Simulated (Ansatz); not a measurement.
Cost and result by functional for the adsorption energy of O on the 1x1 (111) surface of fcc Cu, one in a 2x2 cell, started at the site 'bridge Cu-Cu (span 2.6 Å)', in Ansatz (plane waves, PAW). Single points on the PBE structure, on one kind of machine; costs are rough ratios of the slab run's core time (references not counted) to the cheapest single point. r2SCAN's cost holds its higher cutoff (500 against 420 eV). Differences are taken against r2SCAN for comparison alone: no measured value is at hand, so the table doesn't rank accuracy.

Slab: 17 atoms, 6.2 Å thick at the start under the adsorbate (thin: gaps and levels are the slab's own); k 6x6x1, smearing 0.1 eV, dipole-corrected; 8 atoms held, the rest relaxed; held to the start's symmetry, so lower structures may exist; spin-polarised, no spin-orbit, no U, no dispersion correction. The starting moment vanished. At the end it is bonded to 3 Cu. In PBE it is, or lies within 0.03 eV of, the lowest of the starts that converged. These notes are the PBE run's. r2SCAN: The program's check for a lower electronic state was not made. Adsorption energies are against ½ O2(g). A negative adsorption energy means that the adsorbate is more stable on the surface than in its reference.

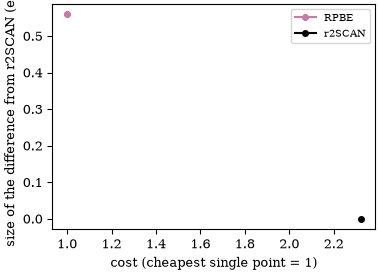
Figure: Difference from r2SCAN against cost

```
functional                     relative cost  adsorption energy (eV)  less r2SCAN (eV)
-----------------------------  -------------  ----------------------  ----------------
RPBE                                       1                   -1.25              0.56
r2SCAN                                     2                   -1.81              0.00
PBE (the relaxed run's value)              –                   -1.53              0.28
```

The values span 0.56 eV, while the single points' costs differ by a factor of roughly 2. Differences are of unrounded values.

Ansatz is a program for electronic structure.
